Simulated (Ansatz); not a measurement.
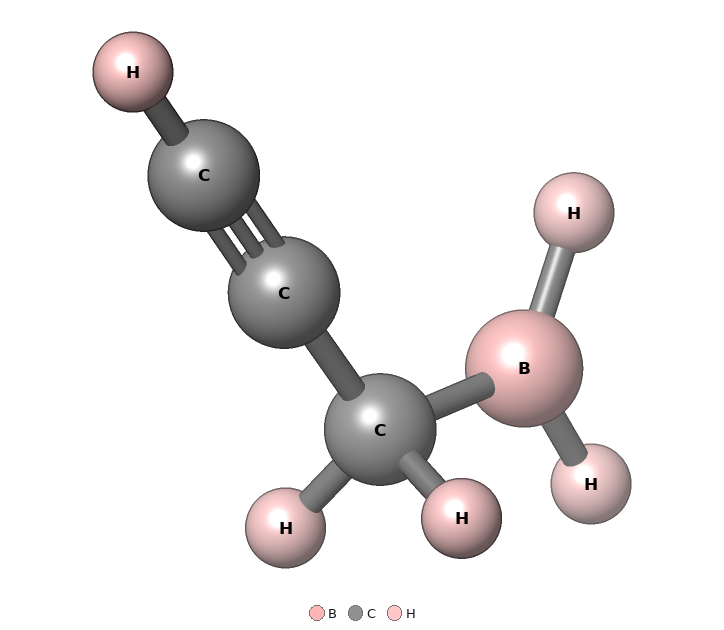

Orthographic view. Atoms fade into the background with distance from the viewer. The geometry was computed by an optimisation with PBE-D4/def2-SVP. No frequency run is at hand to confirm it as a minimum.

Question: Write the InChI string.

Answer: InChI=1S/C3H5B/c1-2-3-4/h1H,3-4H2
